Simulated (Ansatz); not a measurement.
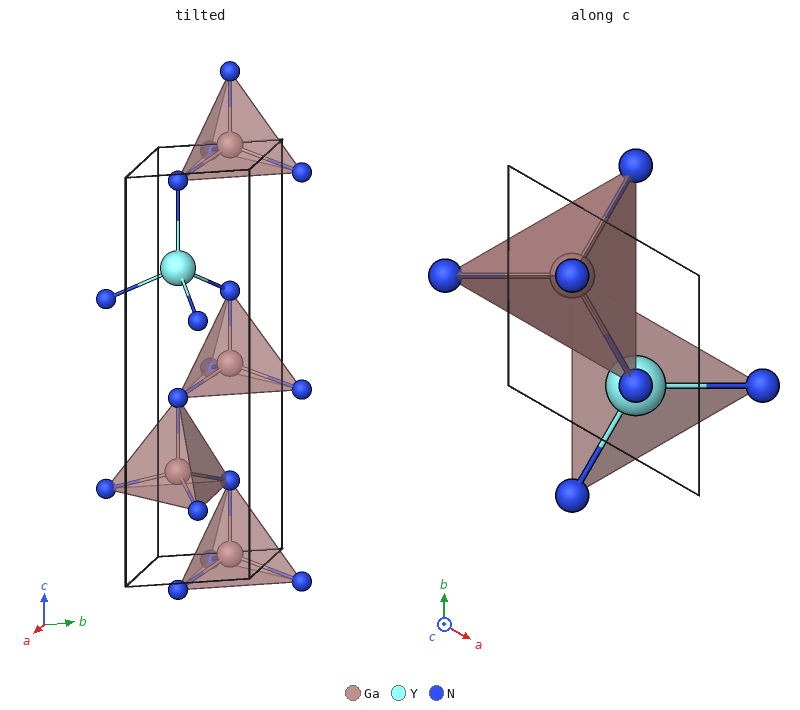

This polyhedral model is shown slightly off an axis and along the c axis. The wireframe shows the conventional unit cell. Some neighbours outside the box are added.

YGa3N4, space group P3m1 (No. 156), a = 3.316 Å, b = 3.316 Å, c = 10.878 Å, α = 90.00°, β = 90.00°, γ = 120.00°. Provenance: a structure type filled with these elements by a generator (whether the compound takes this form wasn't checked). Earlier steps of the study, as a rule a relaxation of our own, may have changed the cell and positions, so they can lie some per cent off the listed ones. Ansatz was used for an electronic-structure calculation on it.

This one geometry was computed with Ansatz (DFT, plane waves, PAW) at five levels of theory: PBE0, r2SCAN, HSE06, PBE with spin-orbit coupling and PBE. It was relaxed beforehand with r2SCAN.

### Which level gives the highest pressure at this volume, and what does that say about its equilibrium volume?

Highest: PBE with spin-orbit coupling (4.4 GPa) and PBE (4.4 GPa), which points to the largest equilibrium volume. Lowest, with the smallest volume: PBE0 (-0.5 GPa) and HSE06 (-0.4 GPa). Levels within 0.5 GPa of each other can't be told apart.

### How does the band gap change with the level of theory?

PBE with spin-orbit coupling: a gap of 1.60 eV, indirect; PBE: a gap of 1.60 eV, indirect; r2SCAN: a gap of 1.97 eV, indirect; HSE06: a gap of 2.67 eV, indirect; PBE0: a gap of 3.34 eV, indirect.

### Collect the results in a table.

| level | cutoff (eV) | k-mesh of the run's cell | gap (eV) | pressure (GPa) |
| --- | --- | --- | --- | --- |
| PBE0 | 420 | 6×6×2 | 3.34 | -0.5 |
| r2SCAN | 500 | 12×12×2 | 1.97 | 0.0 |
| HSE06 | 420 | 6×6×2 | 2.67 | -0.4 |
| PBE with spin-orbit coupling | 420 | 12×12×2 | 1.60 | 4.4 |
| PBE | 420 | 12×12×2 | 1.60 | 4.4 |

Gaps are taken on the k-mesh or band path of each run.
